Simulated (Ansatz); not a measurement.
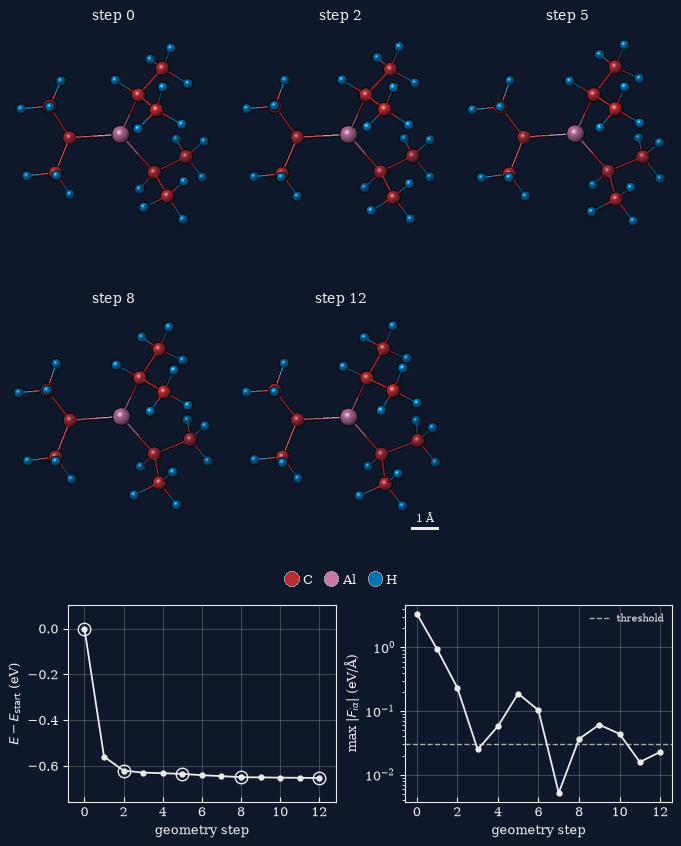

Frames of a relaxation of C9H21Al (coarse preliminary run), marked on the history of the run. A ball-and-stick model, seen at a tilt.

The start comes from a force field.

These are results of RKS PBE-D4/def2-SVP in Ansatz, not measurements. (force threshold 0.03 eV/Å; at most 200 steps)

What happens along the run?

Answer. The energy falls by 0.652 eV in 12 geometry steps. The largest force component goes from 3.4 to 0.023 eV/Å. The forces were under the threshold at step 3, but the run went on from there. The largest move after the best rigid fit is that of an H atom, 0.63 Å. Largest moves by element: H 0.63 Å, C 0.40 Å, Al 0.06 Å. Among the contacts that change: C–H 1.015 → 1.115 Å, Al–C 2.060 → 1.998 Å, C–H 1.160 → 1.112 Å, C–C 1.495 → 1.542 Å. Bond angles that change, for instance: H–C–H 113.0° → 106.6°, C–C–H 106.7° → 112.0°, C–C–Al 114.9° → 109.6°. The run took about 24 s of wall time on a shared GPU. From step 0 to 2: an H atom moves most (0.14 Å), energy −0.620 eV. From step 2 to 5: H atoms move most (0.29 Å), energy −0.014 eV. From step 5 to 8: H atoms move most (0.18 Å), energy −0.014 eV. From step 8 to 12: an H atom moves most (0.16 Å), energy −0.003 eV.

```json
{"step": "0", "E − E(0), eV": "0.0000", "largest force component, eV/Å": "3.3779"}
{"step": "1", "E − E(0), eV": "-0.5589", "largest force component, eV/Å": "0.9371"}
{"step": "2", "E − E(0), eV": "-0.6200", "largest force component, eV/Å": "0.2321"}
{"step": "3", "E − E(0), eV": "-0.6287", "largest force component, eV/Å": "0.0250"}
{"step": "4", "E − E(0), eV": "-0.6312", "largest force component, eV/Å": "0.0578"}
{"step": "5", "E − E(0), eV": "-0.6344", "largest force component, eV/Å": "0.1884"}
{"step": "6", "E − E(0), eV": "-0.6398", "largest force component, eV/Å": "0.1031"}
{"step": "7", "E − E(0), eV": "-0.6441", "largest force component, eV/Å": "0.0052"}
{"step": "8", "E − E(0), eV": "-0.6486", "largest force component, eV/Å": "0.0365"}
{"step": "9", "E − E(0), eV": "-0.6494", "largest force component, eV/Å": "0.0612"}
{"step": "10", "E − E(0), eV": "-0.6506", "largest force component, eV/Å": "0.0440"}
{"step": "11", "E − E(0), eV": "-0.6514", "largest force component, eV/Å": "0.0159"}
{"step": "12", "E − E(0), eV": "-0.6520", "largest force component, eV/Å": "0.0228"}
```
